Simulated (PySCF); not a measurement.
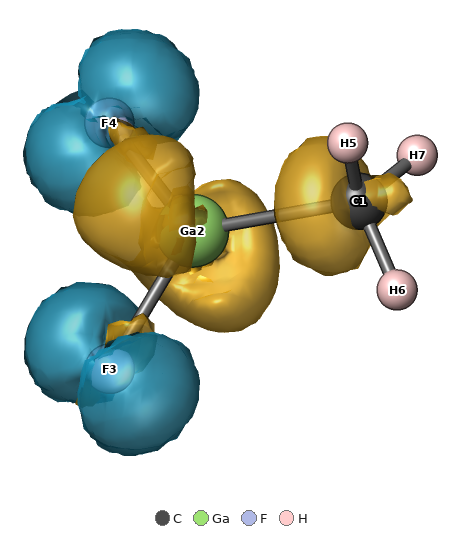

Figure. CH3F2Ga, SMILES `[CH3][Ga]([F])[F]`. Unrelaxed difference density of S₃ less the ground state (TDA singlet states), ±0.03 e/Å³; yellow: gain, teal: loss.

Level of theory: PBE0/def2-SVPD (PySCF), at a geometry from GFN2-xTB. No frequency check shows the geometry to be a minimum. GFN2-xTB bond lengths at metals and heavier atoms can be off by up to 0.1 Å and shapes distorted, which carries into these values.

Input

```python
import numpy as np
from pyscf import gto, scf, dft, tdscf
from pyscf.scf import atom_ks, atom_hf
from scipy.linalg import block_diag

def solve(mol, dm0=None, hcore=None):
    mf = (dft.UKS if mol.spin else dft.RKS)(mol, xc='pbe0')
    mf.grids.level = 3
    mf = mf.density_fit(auxbasis='def2-universal-jkfit')
    mf.conv_tol, mf.max_cycle = 1e-8, 80
    if hcore is not None:
        mf.get_hcore = lambda *args: hcore
    mf.kernel(dm0)
    if not mf.converged:
        mf = mf.newton().run(mf.mo_coeff, mf.mo_occ, max_cycle=30)
    assert mf.converged, 'SCF not converged'
    return mf

mol = gto.M(atom='''
C      2.00428     0.00522    -0.00187
Ga    -0.01983     0.00108     0.00083
F     -1.01700    -1.43932    -0.00075
F     -1.03373     1.42945    -0.00075
H      2.35683     0.28278     0.98912
H      2.34264    -0.99530    -0.25957
H      2.34619     0.73651    -0.73055
''', basis='def2-svpd', charge=0, spin=0, verbose=4)
mf = solve(mol)
td = mf.TDA()
td.nstates, td.singlet, td.conv_tol = 6, True, 1e-5
td.kernel()
td.analyze()
x, y = np.array([p[0] for p in td.xy]), np.array([p[1] + 0 * p[0] for p in td.xy])
f, mu = td.oscillator_strength(), td.transition_dipole()
nto = [td.get_nto(state=i + 1, verbose=4) for i in range(len(td.e))]
# spherically averaged free atoms, for the promolecule
atm = atom_ks.get_atm_nrks(mol, xc='pbe0')
pro = block_diag(*[(atm[a[0]][2] * atm[a[0]][3]) @ atm[a[0]][2].T for a in mol._atom])
np.savez('result.npz', e=td.e, f=f, ok=td.converged, w=[n[0] for n in nto], nto=[n[1] for n in nto], x=x, y=y, c=mf.mo_coeff, occ=mf.mo_occ, eps=mf.mo_energy, pro=pro, mu=mu)
```

Run with:

```sh
OMP_NUM_THREADS=1 python input.py
```

The run took 4 min on 1 thread of Arm Neoverse V2, with other jobs on the host, peak memory 0.66 GiB.

**How does the charge move on excitation?**

0.84 e is displaced in all, of which about 0.7 e passes between atoms: F3 (0.36 e) and F4 (0.36 e) lose electrons and Ga2 (0.48 e) and C1 (0.15 e) gain them. The state: 8.05 eV (154 nm), f = 0.017; the leading pair carries 95 %; hole on F3 and F4 (47 % each) and Ga2 (6 %), electron on Ga2 (54 %), C1 (15 %) and F3 and F4 (11 % each); their centroids lie 1.1 Å apart.
